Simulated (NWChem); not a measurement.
# C2H6O (ethanol): B3LYP/STO-3G

Aim: the electronic atomisation energy of C2H6O (ethanol) at B3LYP/STO-3G, from 4 runs. 

The calculation is run with NWChem 7.3.0.

### Step 1. The molecule

C2H6O has 9 atoms, charge 0, and is taken as a singlet. As SMILES, `CCO`. The coordinates come from a PBE0-D4/def2-TZVP relaxation. This is one conformer, not always the lowest.

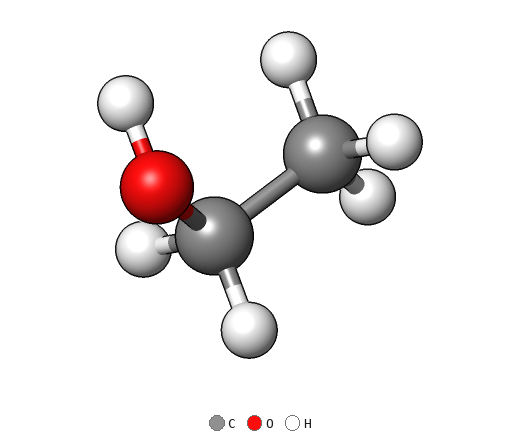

Viewed from a chosen angle; carbon grey, oxygen red, hydrogen white.

### Step 2. A single-point energy at B3LYP/STO-3G (run 1)

Contents of c2h6o.xyz:

```xyz
9

C     -0.536400     0.571600    -0.468400
C      0.307400    -0.600000    -0.015300
O      1.205500    -0.261400     1.021600
H     -1.182000     0.285400    -1.302900
H      0.097600     1.400900    -0.789000
H     -1.181600     0.928100     0.340800
H      0.932300    -0.956600    -0.837500
H     -0.337800    -1.437600     0.285600
H      0.695000     0.069600     1.765000
```

Contents of c2h6o.nw:

```
START c2h6o
memory 2200 mb
GEOMETRY noautosym nocenter noautoz
load format xyz c2h6o.xyz
END
BASIS "ao basis" spherical bse
* library STO-3G
END
DFT
xc b3lyp
mult 1
grid fine
convergence energy 1e-08
iterations 100
mulliken
noprint "final vectors analysis"
END
TASK dft energy
```

Started as:

```
$ nwchem c2h6o.nw > c2h6o.out
```

Log:

```text
[...]
          Wavefunction type:  closed shell.
          No. of atoms     :     9
          No. of electrons :    26
[...]
          Charge           :     0
          Spin multiplicity:     1
[...]
          AO basis - number of functions:    21
[...]
              XC Information
              --------------
                         B3LYP Method XC Potential
                     Hartree-Fock (Exact) Exchange  0.200
                        Slater Exchange Functional  0.800 local
                    Becke 1988 Exchange Functional  0.720 non-local
              Lee-Yang-Parr Correlation Functional  0.810
                  VWN I RPA Correlation Functional  0.190 local
[...]
 d= 0,ls=0.0,diis     1   -152.9541863434 -2.35D+02  5.46D-02  4.15D-01     0.3
[...]
 d= 0,ls=0.0,diis     7   -153.0208938041 -4.67D-09  2.28D-06  2.33D-09     1.5
         Total DFT energy =     -153.020893804073
      One electron energy =     -370.502324744494
           Coulomb energy =      157.296931855651
    Exchange-Corr. energy =      -21.783146948202
 Nuclear repulsion energy =       81.967646032972
[...]
      Total Density - Mulliken Population Analysis
     ---------------------------------------------
    Atom       Charge   Shell Charges
 -----------   ------   -------------------------------------------------------
    1 C    6     6.24   1.99  1.20  3.05
    2 C    6     6.04   1.99  1.18  2.87
    3 O    8     8.29   2.00  1.84  4.45
    4 H    1     0.92   0.92
    5 H    1     0.92   0.92
    6 H    1     0.93   0.93
    7 H    1     0.92   0.92
    8 H    1     0.94   0.94
    9 H    1     0.81   0.81
[...]
```

Run time: 2.2 s. Hardware: 1 thread of Intel Xeon 6975P-C (Granite Rapids), shared host; peak memory 0.11 GiB.

### Step 3. The C atom at the same level (run 2)

Contents of mol.xyz:

```xyz
1
C
C      0.000000     0.000000     0.000000
```

Contents of mol.nw:

```
start mol
title "C"
memory stack 880 mb heap 220 mb global 1100 mb
geometry units angstrom noautosym nocenter noautoz
  load mol.xyz
end
basis spherical bse
  C library STO-3G
end
dft
  xc b3lyp
  mult 3
  grid fine
  convergence energy 1e-08
  maxiter 100
  mulliken
  noprint "final vectors analysis"
end
task dft energy
```

Run the same way, it converges to -37.35240 Eh (log not shown).

Run 3 isn't shown in full; the table further down has it.

### Step 4. The O atom, same level (run 4)

Contents of o.nw:

```
start o
title "O"
memory stack 880 mb heap 220 mb global 1100 mb
geometry noautosym nocenter noautoz
   O     0.000000    0.000000    0.000000
end
basis spherical bse
   * library STO-3G
end
dft
   xc b3lyp
   mult 3
   grid fine
   convergence energy 1e-08
   iterations 100
   mulliken
   print low
end
task dft energy
```

Run the same way, it converges to -74.03486 Eh (log not shown).

### Step 5. The series

```
run          level  partner  energy (Eh)  wall time
  1   B3LYP/STO-3G     base  -153.020894      2.2 s
  2  UB3LYP/STO-3G    atoms   -37.352395     0.62 s
  3  UB3LYP/STO-3G    atoms    -0.467533     0.62 s
  4  UB3LYP/STO-3G    atoms   -74.034860      0.6 s
```

### Step 6. Outcome

Level: B3LYP/STO-3G.

| quantity | value |
| --- | --- |
| O atom: total energy | -74.03486 Eh |
| O atom: ⟨S²⟩ | 2.000 |
| electronic atomisation energy | 40.165 eV |

In words: Taking the molecule apart into free atoms costs 40.17 eV (926 kcal/mol), before zero-point energy and without spin-orbit coupling. In a minimal basis such a difference can be off by several eV, whatever the method. In runs 1, 2, 3, 4 the basis is minimal, so the values are rough. All runs together took 4 s, the longest 2.2 s.
